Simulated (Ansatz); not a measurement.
Consider CaPdI₄.

```xyz
12
Lattice="7.3790 0.0000 0.0000 0.0000 7.3790 0.0000 0.0000 0.0000 7.9601" Properties=species:S:1:pos:R:3 pbc="T T T"
Ca    0.0000    0.0000    3.3768
Ca    3.6895    3.6895    7.3569
Pd    0.0000    0.0000    6.2098
Pd    3.6895    3.6895    2.2297
I     2.4177    1.3891    1.8602
I     6.1072    5.0786    5.8403
I     1.3891    4.9612    1.8602
I     5.0786    1.2718    5.8403
I     5.9899    2.4177    1.8602
I     2.3004    6.1072    5.8403
I     1.2718    2.3004    5.8403
I     4.9612    5.9899    1.8602
```

Space group I4; a structure from a database of computed crystals, not necessarily the ambient phase; started from the WOF4-79 prototype, which need not be the ambient phase.

All numbers below come from DFT, r2SCAN+rVV10, plane waves, PAW in Ansatz.

What will maps of the valence pseudo-density and electron localisation function show?

Ca–I (3.17 Å): ρ is about 0.17 e/Å³ halfway, with its minimum of 0.13 e/Å³ about 1.3 Å from Ca; the ELF peaks at about 0.80 in the valence shell of I, 1.3 Å from its nucleus, and falls to about 0.05 next to Ca: a largely ionic contact.
Ca–I (3.60 Å): ρ at the midpoint is about 0.1 e/Å³, with its minimum of 0.07 e/Å³ about 1.5 Å from Ca; the ELF peaks at about 0.70 in the valence shell of I, 1.3 Å from its nucleus, and drops to about 0.05 between the two atoms (a largely ionic contact).

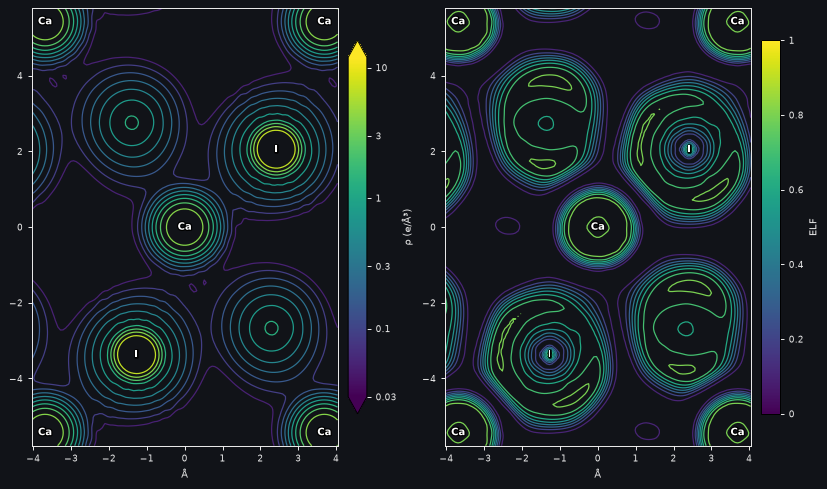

Computed valence pseudo-density and electron localisation function on the (011) plane of the conventional cell, in this order. Atoms just off the plane (I, 0.7 Å away) can leave unmarked features too.

In a PAW calculation such maps are meaningful between the atoms, not at the nuclei.
